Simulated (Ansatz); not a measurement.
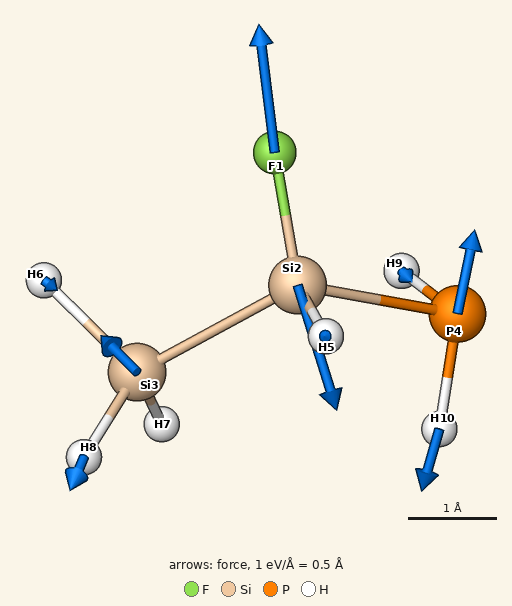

Starting geometry of Si₂PH₆F with the computed forces as blue arrows. A ball-and-stick model, seen from a free direction.

The run prepares an end point of a later path (torsion) calculation, from a guessed geometry.

These are results of Ansatz 0.2.0, RKS PBE0-D4/6-31G*, not measurements. (no spin polarisation; force threshold 0.015 eV/Å; at most 40 steps)

Is this structure relaxed? If not, where do the atoms go?

It isn't relaxed: the largest force vector, on Si2, is 3.04 eV/Å. The final displacements have little in common with the starting forces (cosine between the two patterns 0.00). After 22 accepted moves (24 points after the start) the energy has fallen by 31.3 kJ/mol. The largest force component goes from 3 to 0.0086 eV/Å. The line search rejected the trial steps at points 11, 12 of the run. The forces were under the threshold at step 9, but the run went on from there. The atom that moves furthest after the best rigid fit is H7 (1.10 Å). Largest moves by element: H 1.10 Å, F 0.60 Å, P 0.42 Å, Si 0.16 Å. Some distances before and after: F1–Si2 1.545 → 1.621 Å, P4–H10 1.361 → 1.424 Å, Si2–Si3 2.289 → 2.337 Å, Si3–H8 1.442 → 1.490 Å. Among the angles between lasting bonds that change: Si2–Si3–H7 112.8° → 107.4°, Si2–P4–H10 97.4° → 92.3°, H6–Si3–H7 104.8° → 108.4°. Groups turn about Si2–Si3 by about 65°.
